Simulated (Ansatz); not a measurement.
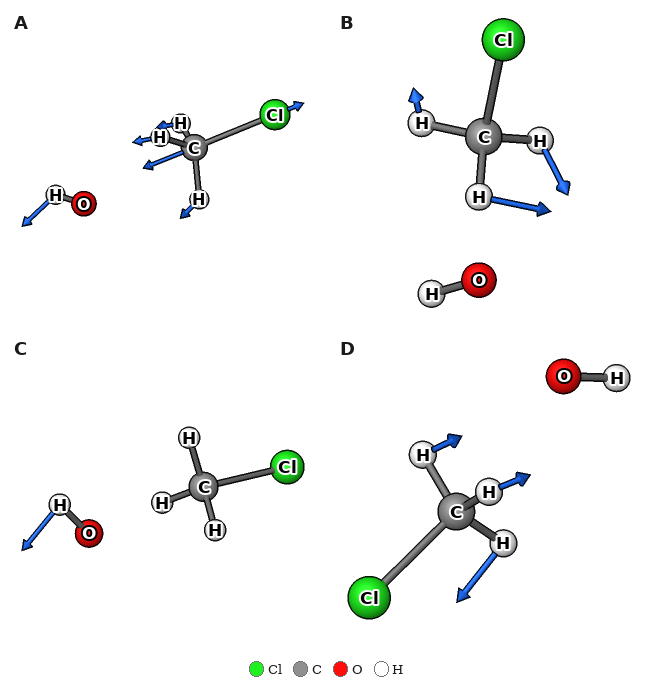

4 normal modes of one molecule or complex, as arrows. State: charge −1, singlet. Harmonic vibrations computed with RKS PBE0-D4/def2-TZVPD (Ansatz 0.2.0) at a stationary point of the same level.

Question: Match the panels to the wavenumbers 229 cm⁻¹, 515 cm⁻¹, 952 cm⁻¹, 1437 cm⁻¹.

Answer: A: 515 cm⁻¹, C–Cl stretching
B: 1437 cm⁻¹, H–C–H bending
C: 229 cm⁻¹
D: 952 cm⁻¹, Cl–C–H bending
